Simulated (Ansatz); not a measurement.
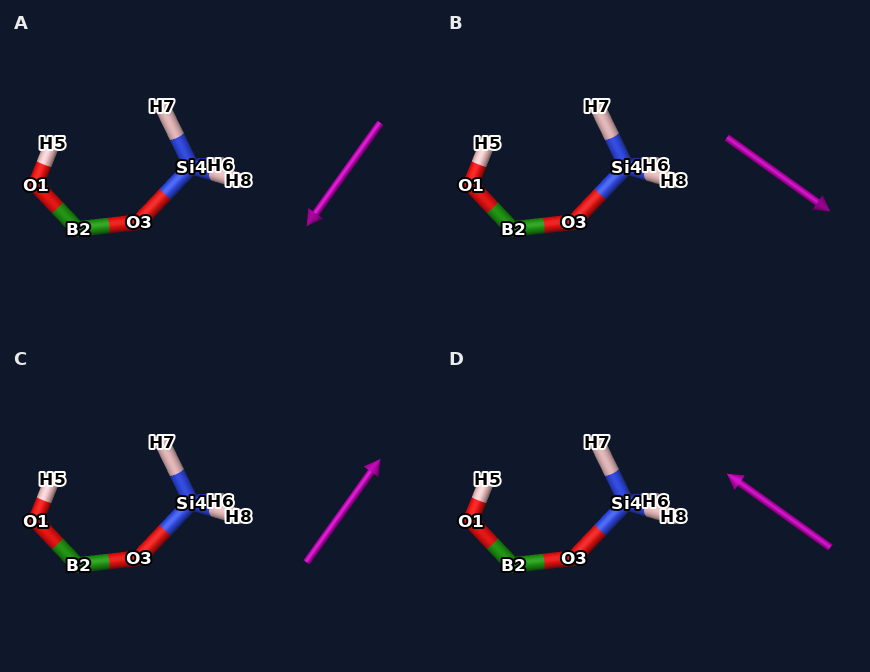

The same molecule four times, each with an arrow. The species is neutral and a spin doublet. Computed geometry: PBE0-D4/def2-TZVP optimisation. No frequency run is at hand to confirm it as a minimum. Properties computed with UKS ωB97M-V/def2-TZVPP (Ansatz 0.2.0).

**Which arrow points along the dipole moment, from the negative to the positive end?**

C. The dipole moment is 2.67 D; it points from the side of B2 to the side of H7 (the outermost atoms at the two ends).
